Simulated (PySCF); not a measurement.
Core-level calculation, with input and output: CH5AlO3

System: CH5AlO3.
Method: delta-SCF UKS SCAN, pcX-2 on the ionised atom, pcseg-1 elsewhere, spin-free X2C (PySCF 2.14.0).

Figures and captions count atoms from 1; the log counts them from 0 in places.

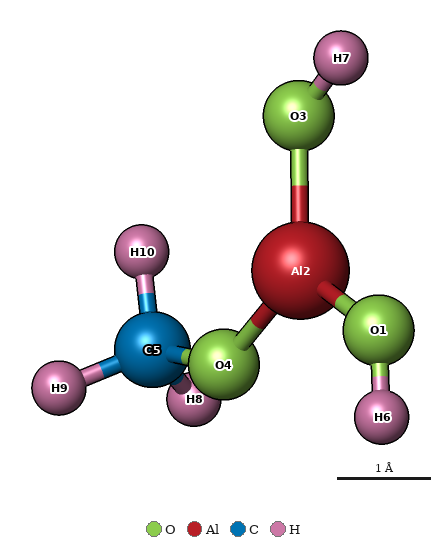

*The input geometry (ball-and-stick view, seen at a tilt; atoms are numbered from 1 in the order of the input). Sticks mark near contacts.*

Bond lengths as drawn: Al–O 1.69 to 1.70 Å, C–H 1.10 to 1.11 Å, C–O 1.39 Å and H–O 0.96 Å.

Summary:

```json
{"quantity": "outcome", "value": "converged"}
{"quantity": "hardware", "value": "1 CPU thread, shared host"}
{"quantity": "wall time", "value": "23 s"}
{"quantity": "peak memory", "value": "0.48 GiB"}
```

Input:
```
{"job": {"kind": "xps", "holes": 5}, "charge": 0, "multiplicity": 1}
O      1.579387    -1.723962     1.130450
Al     0.455439    -0.932763     0.137370
O     -0.324075    -1.772988    -1.111321
O      0.105222     0.700289     0.384615
C     -0.724631     1.646211    -0.204569
H      2.044964    -1.285278     1.843968
H     -0.172471    -2.700617    -1.297036
H     -1.450028     2.041212     0.529490
H     -0.136196     2.504816    -0.575412
H     -1.301017     1.244377    -1.058494
```

The first line tells a small driver script what to run in PySCF; the rest is the geometry in Å.

Run as:
```bash
OMP_NUM_THREADS=1 python <driver script> task.json out
```

Output:
```
ground state, core basis on atom 0 (O), 130 functions
  cycle   1  E = -509.48991097  |g| = 1.31e+00
  cycle   2  E = -508.67776294  |g| = 2.41e+00
  cycle   3  E = -509.79744406  |g| = 1.46e-01
  cycle   4  E = -509.79926945  |g| = 1.12e-01
  cycle   5  E = -509.80150925  |g| = 2.53e-02
  cycle   6  E = -509.80160966  |g| = 8.95e-03
  cycle   7  E = -509.80162595  |g| = 3.14e-03
  cycle   8  E = -509.80162770  |g| = 7.99e-04
  cycle   9  E = -509.80162760  |g| = 3.38e-04
  E(ground) = -509.84495553 Eh
hole in O 1s of atom 0
  cycle   1  E = -489.21545492  |g| = 2.22e+00
[... 9 cycles left out ...]
  E(ion) = -490.06599348 Eh   <S^2> = 0.7613   hole on atom = 1.000   binding energy = 538.213 eV
ground state, core basis on atom 1 (Al), 141 functions
[... 6 cycles left out ...]
  E(ground) = -509.86531113 Eh
hole in Al 2p of atom 1
[... 9 cycles left out ...]
  E(ion) = -506.88033690 Eh   <S^2> = 0.7533   hole on atom = 1.003   binding energy = 81.225 eV
  2p3/2 = 80.833 eV   2p1/2 = 81.350 eV
ground state, core basis on atom 2 (O), 130 functions
[... 6 cycles left out ...]
  E(ground) = -509.84517096 Eh
hole in O 1s of atom 2
[... 10 cycles left out ...]
  E(ion) = -490.06623009 Eh   <S^2> = 0.7615   hole on atom = 1.000   binding energy = 538.212 eV
ground state, core basis on atom 3 (O), 130 functions
[... 6 cycles left out ...]
  E(ground) = -509.84544221 Eh
hole in O 1s of atom 3
[... 10 cycles left out ...]
  E(ion) = -490.08464214 Eh   <S^2> = 0.7615   hole on atom = 1.000   binding energy = 537.719 eV
ground state, core basis on atom 4 (C), 130 functions
[... 6 cycles left out ...]
  E(ground) = -509.81528276 Eh
hole in C 1s of atom 4
[... 1 cycle left out ...]
  cycle   2  E = -495.45250752  |g| = 2.50e+00
  cycle   3  E = -498.46726997  |g| = 1.15e+00
  cycle   4  E = -498.96594914  |g| = 3.94e-01
  cycle   5  E = -499.01312187  |g| = 2.07e-01
  cycle   6  E = -499.02574193  |g| = 9.27e-02
  cycle   7  E = -499.02885975  |g| = 2.12e-02
  cycle   8  E = -499.02901464  |g| = 1.12e-02
  cycle   9  E = -499.02906116  |g| = 3.21e-03
  cycle  10  E = -499.02906694  |g| = 1.18e-03
  cycle  11  E = -499.02906857  |g| = 3.73e-04
  E(ion) = -499.07365927 Eh   <S^2> = 0.7709   hole on atom = 1.000   binding energy = 292.294 eV
```

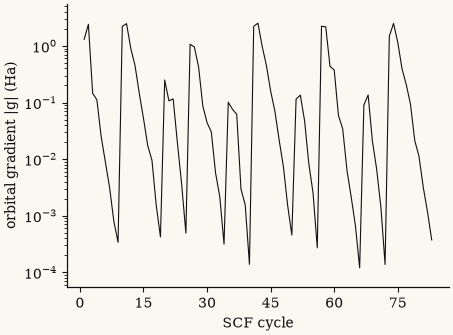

*Convergence of the self-consistent field: orbital gradient |g| against the SCF cycle.*

All cycles printed in the log are drawn one after another.

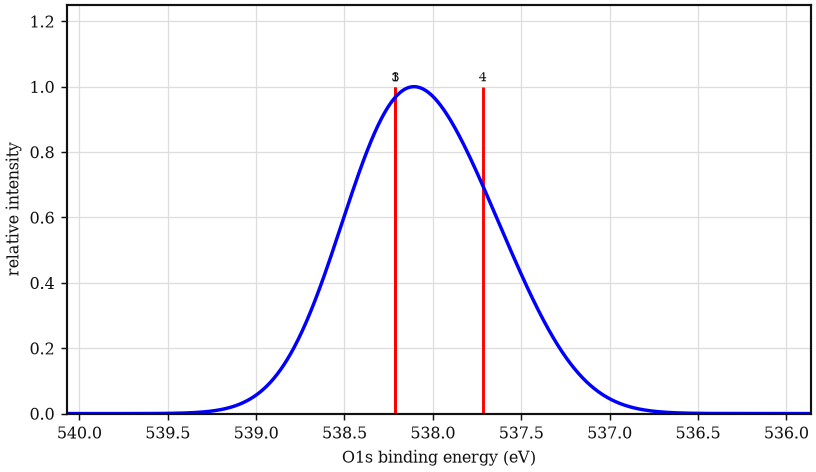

*O1s binding energies by ΔSCF of the atoms computed, labelled by atom number, with a Gaussian envelope of 0.8 eV full width.*

They run from 537.72 eV (atom 4) to 538.21 eV (atom 1).
